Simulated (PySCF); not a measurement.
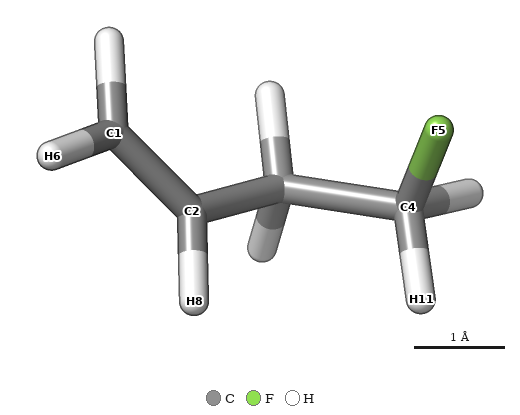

The input geometry (stick view, seen at a tilt; atoms are numbered from 1 in the order of the input).

**NMR shielding calculation of C4H7F**

- system: C4H7F
- method: GIAO PBE0/pcSseg-1 NMR shielding, non-relativistic, gas phase (PySCF 2.14.0)

The geometry comes from this level: PBE0-D3(BJ)/def2-SVP. Figures and captions count atoms from 1; the log counts them from 0 in places.

Output:
```
coarse grid: 9776 points
cycle   1  E = -256.0470207882  dE =  3.865e-01  |g| = 4.981e-01  |ddm| = 2.855e+00
cycle   2  E = -256.0235486762  dE =  2.347e-02  |g| = 6.554e-01  |ddm| = 8.201e-01
cycle   3  E = -256.0950333039  dE = -7.148e-02  |g| = 6.069e-02  |ddm| = 4.671e-01
cycle   4  E = -256.0956286146  dE = -5.953e-04  |g| = 2.713e-02  |ddm| = 5.952e-02
cycle   5  E = -256.0957902477  dE = -1.616e-04  |g| = 7.493e-03  |ddm| = 2.490e-02
cycle   6  E = -256.0958011752  dE = -1.093e-05  |g| = 3.416e-03  |ddm| = 7.326e-03
cycle   7  E = -256.0958040488  dE = -2.874e-06  |g| = 2.508e-04  |ddm| = 2.471e-03
final grid: 94040 points
cycle   8  E = -256.1330615633  dE = -2.699e-05  |g| = 7.089e-03  |ddm| = 1.962e-02
cycle   9  E = -256.1330575865  dE =  3.977e-06  |g| = 8.612e-03  |ddm| = 1.162e-02
cycle  10  E = -256.1330737602  dE = -1.617e-05  |g| = 1.074e-03  |ddm| = 6.131e-03
cycle  11  E = -256.1330739705  dE = -2.102e-07  |g| = 2.143e-04  |ddm| = 8.696e-04
cycle  12  E = -256.1330739787  dE = -8.278e-09  |g| = 1.087e-04  |ddm| = 2.131e-04
cycle  13  E = -256.1330739814  dE = -2.680e-09  |g| = 1.703e-05  |ddm| = 8.365e-05
cycle  14  E = -256.1330739815  dE = -6.230e-11  |g| = 2.911e-06  |ddm| = 1.648e-05
```

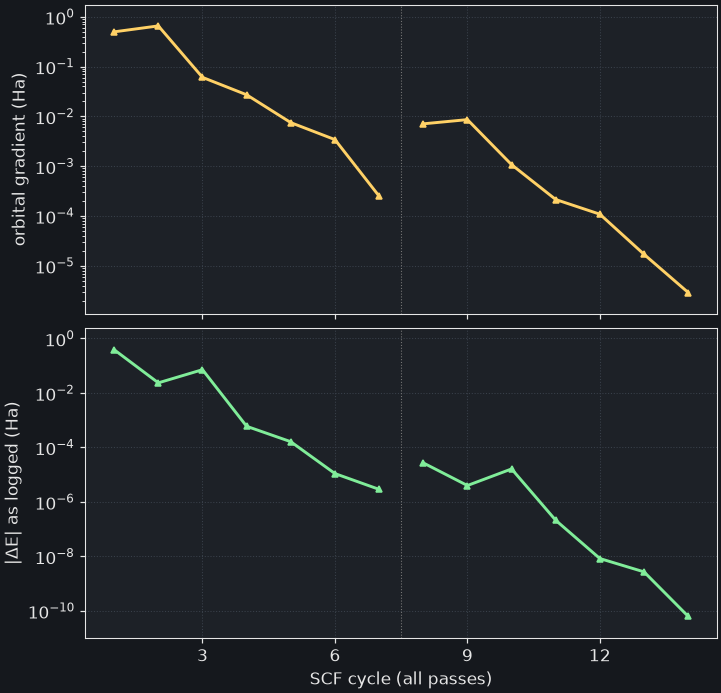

Convergence of the self-consistent field: orbital gradient and size of the energy change against the SCF cycle. The dotted line marks the change from a coarse to the final integration grid. The first 7 cycles use a coarse grid, the final grid takes over at cycle 8, and the field converges after 14 cycles in all.

```
converged SCF energy = -256.1330739815

GIAO shielding tensors (ppm)
atom      isotropic    diamagn.    paramagn.     s11        s22        s33       span
  0 C       57.662     253.893    -196.230    -59.060     78.249    153.797    212.857
  1 C       39.723     256.282    -216.558    -80.460     49.004    150.625    231.085
  2 C      144.104     248.025    -103.921    133.460    143.769    155.081     21.621
  3 C      102.062     240.752    -138.690     69.096     84.183    152.908     83.811
  4 F      410.337     474.164     -63.827    370.183    412.610    448.217     78.034
  5 H       25.814      28.892      -3.078     22.816     25.010     29.616      6.800
  6 H       25.727      30.710      -4.983     22.307     25.366     29.507      7.200
  7 H       25.274      31.216      -5.941     23.375     24.849     27.599      4.223
  8 H       28.816      31.072      -2.256     25.708     28.535     32.205      6.497
  9 H       29.225      29.919      -0.695     25.585     27.573     34.515      8.930
 10 H       26.901      28.544      -1.643     23.021     26.666     31.016      7.995
 11 H       26.797      27.697      -0.900     22.866     26.681     30.846      7.980
```

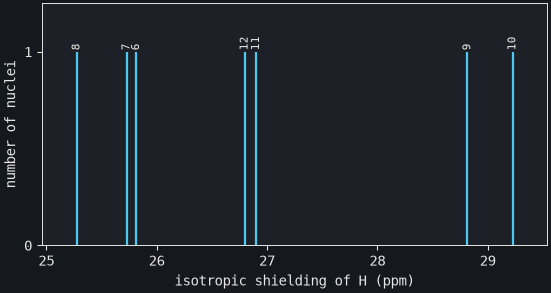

Isotropic shieldings of the hydrogen nuclei in this fixed geometry, labelled by atom number; shielding grows to the right, so chemical shift grows to the left. The least shielded is H8 (25.3 ppm), the most shielded H10 (29.2 ppm).

The run was set up as follows.

Input file:
```
{"job": {"xc": "PBE0", "basis": "pcSseg-1", "kind": "nmr", "pop": false}, "charge": 0, "multiplicity": 1}
C      1.999343    -0.098620     0.081624
C      0.827119     0.210906    -0.471853
C     -0.453768    -0.528876    -0.248368
C     -1.562095     0.341870     0.307052
F     -1.221222     0.825660     1.543332
H      2.900903     0.483755    -0.125658
H      2.099730    -0.946548     0.767280
H      0.770364     1.075892    -1.146712
H     -0.288577    -1.380776     0.431054
H     -0.815462    -0.947548    -1.205713
H     -1.757861     1.200955    -0.360562
H     -2.497275    -0.237357     0.402498
```

The first line tells a small driver script what to run in PySCF; the rest is the geometry in Å.

Launch command:
```bash
OMP_NUM_THREADS=1 python <driver script> task.json out
```

Summary:

- outcome: converged
- total energy: −256.133074 hartree
- HOMO: −7.53 eV
- LUMO: 0.26 eV
- dipole moment: 1.85 D
- isotropic shielding, C: 39.7 to 144.1 ppm
- isotropic shielding, F: 410.3 ppm
- isotropic shielding, H: 25.3 to 29.2 ppm
- hardware: 1 CPU thread, shared host
- wall time: 6.4 s
- peak memory: 0.58 GiB
